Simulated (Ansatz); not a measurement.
```xyz
5

O    -0.7156   -0.4908    1.4740
W     0.0170   -0.0945    0.0060
F     1.8159   -0.4911    0.1122
F    -0.8510   -0.9903   -1.3535
S    -0.2164    1.9931   -0.2803
```

Geometry: PBE0-D4/def2-TZVP; core potentials replace the inner electrons of W.

Computed with RKS PBE0-D4/def2-TZVPP in Ansatz.

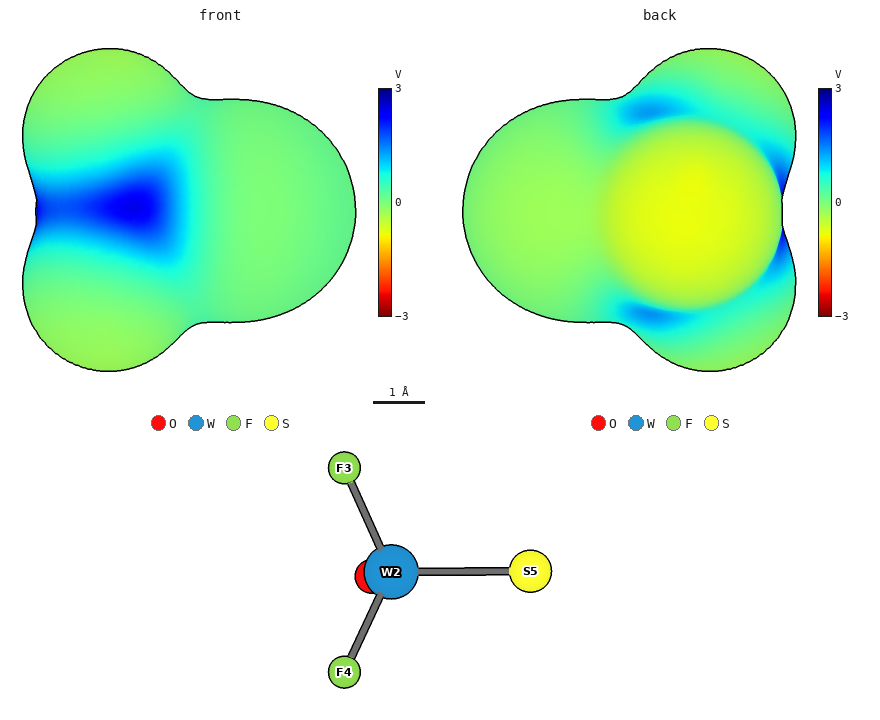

F2OSW (SMILES [O]=[W]([F])([F])=[S]). The electrostatic potential painted on the density surface at 0.001 e/bohr³, seen from the front and from behind; red is negative and blue positive. The bare structure is drawn below in the same view.

Describe the electrostatic potential map.

Answer. The most negative region (about −0.8 V) lies over O1, the most positive (about +2.4 V) over W2.
